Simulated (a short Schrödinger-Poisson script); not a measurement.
Structure: gated Al0.3Ga0.7As/GaAs δ-doped gas, at 300 K.

| layer | material | thickness (nm) | Na (cm⁻³) |
|---|---|---|---|
| 1 | Al0.3Ga0.7As | 8 | - |
| 2 | Al0.3Ga0.7As | 20 | - |
| 3 | GaAs | 6000 | 2e14 |

The device is made up for the run: typed textbook-type constants, with dimensions and the other settings drawn at random. Al0.3Ga0.7As: permittivity 12.05, conduction-band edge (eV) 0.237, gap (eV) 1.798, electron mass (mₑ) 0.0919, Nv at 300 K (cm⁻³) 9e18. GaAs: permittivity 12.9, conduction-band edge (eV) 0, gap (eV) 1.424, Nv at 300 K (cm⁻³) 9e18.

Channel valleys (confinement mass, in-plane density-of-states mass, number): Γ 0.067, 0.067, 1. At the gate the conduction-band edge of layer 1 lies 0.79 eV − eVg above the Fermi level of the channel; the field vanishes at the back. Sheet of ionised δ-doping: +2e12 e/cm² at 8 nm from the gate. The barrier under the gate holds no holes. Gaps are held at their typed values at every temperature. Mesh 0.08 nm at interfaces.

From a short Schrödinger-Poisson script (our own, NumPy): 1D Poisson equation in equilibrium, electrons quantum, Hartree (BenDaniel-Duke, 40 states a valley, the channel's in-plane mass for all, wave functions free to enter the barrier), parabolic valleys, classical holes, full ionisation, no traps, pinning or gate leakage.

Only gate voltages with over 1e8 electrons/cm² are shown.

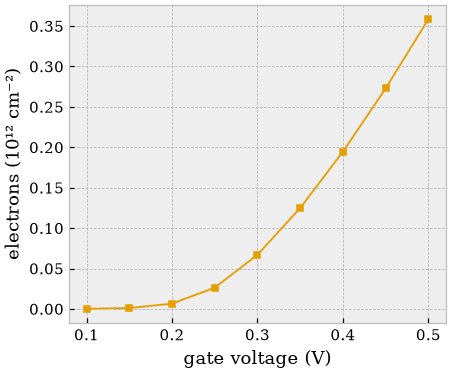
Fig. 1. Sheet density against gate voltage

```
Vg (V)  electrons (cm⁻²)  in the channel layer  C (μF/cm²)  Γ E0 (meV)  Γ E1 (meV)
------  ----------------  --------------------  ----------  ----------  ----------
0.5              3.59e11               3.49e11       0.289        31.0        60.5
0.4              1.95e11               1.93e11       0.239        52.1        75.6
0.3              6.70e10               6.67e10       0.163        86.8       103.7
0.2               6.53e9                6.51e9      0.0377       153.2       165.5
0.1               1.78e8                1.78e8     0.00555       248.0       259.5
```

Subbands count from the Fermi level.
